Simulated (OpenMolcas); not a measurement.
C3H9Sb (SMILES C[Sb](C)C): the dipole moment, rung by rung

The species is C3H9Sb (13 atoms), meant as a singlet with charge 0. SMILES: `C[Sb](C)C`. Geometry: relaxed at PBE0-D4/def2-TZVP.

Each level gives the dipole moment (D). The values are calculated.

```tsv
level	kind	program	value (D)	CPU time
HF/def2-SVP (core potential)	Hartree–Fock	OpenMolcas	0.66	38 s
SVWN5/def2-SVP (core potential)	LDA	OpenMolcas	0.79	66 s
BLYP/def2-SVP (core potential)	GGA	OpenMolcas	0.59	1.7 min
revPBE/def2-SVP (core potential)	GGA	OpenMolcas	0.66	1.7 min
TPSS/def2-SVP (core potential)	meta-GGA	OpenMolcas	0.69	2.2 min
PBE0/def2-SVP (core potential)	global hybrid	OpenMolcas	0.69	1.9 min
```

The values span 0.59 to 0.79 D. Magnitudes only. Times are those of the runs behind each value, whatever else they computed, on shared processors of several kinds: orders of magnitude only.

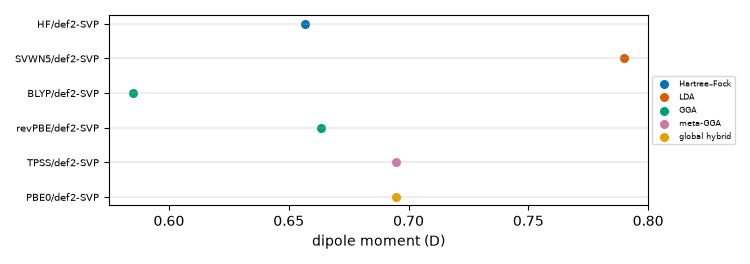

The values of the table, level by level.
